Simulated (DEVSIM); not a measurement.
Device: Schottky contact on n-type Si, at 350 K.

```
layer (left to right)  material  thickness (μm)  Nd (cm⁻³)   τn (s)   τp (s)
---------------------  --------  --------------  ---------  -------  -------
1                            Si           0.610     2.5e15  0.00023  0.00023
2                            Si            3.40     2.4e18  0.00023  0.00023
```

Left contact: Schottky, work function 4.51 eV, emission velocity 3.2e6 cm/s. Right contact: ohmic. Voltage is applied to the left contact. Recombination: SRH at mid-gap, radiative. Mobility is μmin + (μ − μmin)/(1 + (N/Nref)^α).

Constants are typed, rounded textbook-type inputs, not results; the design itself was drawn at random and stands for no fabricated device. Values at 300 K; Nc and Nv go as T^1.5, mobilities as T to minus their exponent, the gap by Varshni's rule with the affinity fixed.

| parameter | Si |
|---|---|
| gap (eV) | 1.124 |
| affinity (eV) | 4.05 |
| permittivity | 11.7 |
| Nc (cm⁻³) | 2.86e19 |
| Nv (cm⁻³) | 3.1e19 |
| μn (cm²/Vs) | 1417 |
| μp (cm²/Vs) | 470 |
| μn,min | 52 |
| μp,min | 45 |
| Nref,n | 9.7e16 |
| Nref,p | 2.2e17 |
| αn | 0.68 |
| αp | 0.72 |
| T exponent of μn | 2.3 |
| T exponent of μp | 2.2 |
| B (cm³/s) | 4.7e-15 |
| Varshni α (eV/K) | 0.000473 |
| Varshni β (K) | 636 |

Model (solved in DEVSIM): 1D drift-diffusion, Boltzmann statistics, complete ionisation; no tunnelling, impact ionisation, image-force lowering or self-heating. Metal contacts follow the ideal Schottky-Mott rule: no Fermi-level pinning, no interface dipoles.

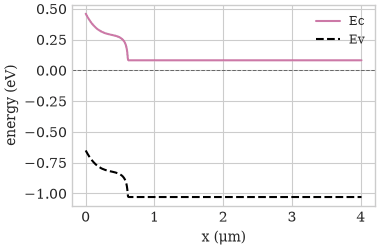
Fig. 1. Band edges at zero bias

Energies count from the Fermi level of the right contact; mesh points crowd at the junctions.

```json
[
 {"x (μm)": "0.000", "Ec (eV)": "0.460", "Ev (eV)": "-0.651", "n (cm⁻³)": "8.6e12", "p (cm⁻³)": "1.7e10", "field (V/cm)": "-11000"},
 {"x (μm)": "0.01977", "Ec (eV)": "0.440", "Ev (eV)": "-0.671", "n (cm⁻³)": "1.7e13", "p (cm⁻³)": "8.6e9", "field (V/cm)": "-9800"},
 {"x (μm)": "0.05447", "Ec (eV)": "0.408", "Ev (eV)": "-0.702", "n (cm⁻³)": "4.7e13", "p (cm⁻³)": "3.0e9", "field (V/cm)": "-8400"},
 {"x (μm)": "0.1154", "Ec (eV)": "0.364", "Ev (eV)": "-0.747", "n (cm⁻³)": "2.1e14", "p (cm⁻³)": "6.9e8", "field (V/cm)": "-6200"},
 {"x (μm)": "0.2853", "Ec (eV)": "0.301", "Ev (eV)": "-0.809", "n (cm⁻³)": "1.6e15", "p (cm⁻³)": "8.7e7", "field (V/cm)": "-1800"},
 {"x (μm)": "0.4329", "Ec (eV)": "0.281", "Ev (eV)": "-0.830", "n (cm⁻³)": "3.3e15", "p (cm⁻³)": "4.4e7", "field (V/cm)": "-1600"},
 {"x (μm)": "0.5204", "Ec (eV)": "0.258", "Ev (eV)": "-0.852", "n (cm⁻³)": "6.8e15", "p (cm⁻³)": "2.1e7", "field (V/cm)": "-4300"},
 {"x (μm)": "0.5815", "Ec (eV)": "0.208", "Ev (eV)": "-0.902", "n (cm⁻³)": "3.6e16", "p (cm⁻³)": "4000000", "field (V/cm)": "-16000"},
 {"x (μm)": "0.6050", "Ec (eV)": "0.143", "Ev (eV)": "-0.967", "n (cm⁻³)": "3.1e17", "p (cm⁻³)": "460000", "field (V/cm)": "-53000"},
 {"x (μm)": "0.6221", "Ec (eV)": "0.082", "Ev (eV)": "-1.028", "n (cm⁻³)": "2.4e18", "p (cm⁻³)": "60000", "field (V/cm)": "-1700"},
 {"x (μm)": "0.6522", "Ec (eV)": "0.082", "Ev (eV)": "-1.029", "n (cm⁻³)": "2.4e18", "p (cm⁻³)": "60000", "field (V/cm)": "≈ 0"},
 {"x (μm)": "0.7407", "Ec (eV)": "0.082", "Ev (eV)": "-1.029", "n (cm⁻³)": "2.4e18", "p (cm⁻³)": "60000", "field (V/cm)": "≈ 0"},
 {"x (μm)": "0.8691", "Ec (eV)": "0.082", "Ev (eV)": "-1.029", "n (cm⁻³)": "2.4e18", "p (cm⁻³)": "60000", "field (V/cm)": "≈ 0"},
 {"x (μm)": "1.104", "Ec (eV)": "0.082", "Ev (eV)": "-1.029", "n (cm⁻³)": "2.4e18", "p (cm⁻³)": "60000", "field (V/cm)": "≈ 0"},
 {"x (μm)": "1.745", "Ec (eV)": "0.082", "Ev (eV)": "-1.029", "n (cm⁻³)": "2.4e18", "p (cm⁻³)": "60000", "field (V/cm)": "≈ 0"},
 {"x (μm)": "2.624", "Ec (eV)": "0.082", "Ev (eV)": "-1.029", "n (cm⁻³)": "2.4e18", "p (cm⁻³)": "60000", "field (V/cm)": "≈ 0"},
 {"x (μm)": "3.263", "Ec (eV)": "0.082", "Ev (eV)": "-1.029", "n (cm⁻³)": "2.4e18", "p (cm⁻³)": "60000", "field (V/cm)": "≈ 0"},
 {"x (μm)": "3.613", "Ec (eV)": "0.082", "Ev (eV)": "-1.029", "n (cm⁻³)": "2.4e18", "p (cm⁻³)": "60000", "field (V/cm)": "≈ 0"},
 {"x (μm)": "3.853", "Ec (eV)": "0.082", "Ev (eV)": "-1.029", "n (cm⁻³)": "2.4e18", "p (cm⁻³)": "60000", "field (V/cm)": "≈ 0"},
 {"x (μm)": "3.935", "Ec (eV)": "0.082", "Ev (eV)": "-1.029", "n (cm⁻³)": "2.4e18", "p (cm⁻³)": "60000", "field (V/cm)": "≈ 0"},
 {"x (μm)": "3.980", "Ec (eV)": "0.082", "Ev (eV)": "-1.029", "n (cm⁻³)": "2.4e18", "p (cm⁻³)": "60000", "field (V/cm)": "≈ 0"},
 {"x (μm)": "4.010", "Ec (eV)": "0.082", "Ev (eV)": "-1.029", "n (cm⁻³)": "2.4e18", "p (cm⁻³)": "60000", "field (V/cm)": "≈ 0"}
]
```
